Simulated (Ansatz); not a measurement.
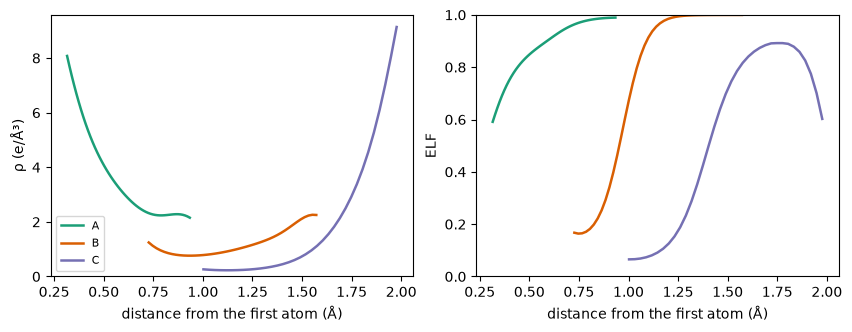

*GaH3···HF. Total electron density and ELF along straight lines between neighbouring atoms. The curves leave out the atomic cores.*

Theory: Ansatz, RKS B3LYP-D4/def2-SVP.

```xyz
6

Ga    0.0030    0.1422    0.0400
H     0.0030    0.5500    1.5775
H     1.3714    0.1329   -0.7332
H    -1.3733    0.0644   -0.7150
F     0.0619   -2.0062    0.8366
H     0.0623   -1.7952    1.7464
```

Which curve belongs to which contact (F–H, Ga–F and Ga–H)? The first atom named is at distance zero.

Answer. Curve A: F–H (0.93 Å): the density is about 4.5 e/Å³ at the midpoint; the ELF climbs to about 1 towards the hydrogen, as it does in any bond to H (a covalent bond by its length). Curve B: Ga–H (1.57 Å): ρ at the midpoint is about 0.96 e/Å³; the ELF climbs to about 1 towards the hydrogen. Curve C: Ga1···F5 (2.29 Å): the density falls to about 0.23 e/Å³ on the way; the ELF is about 0.10 at the midpoint.
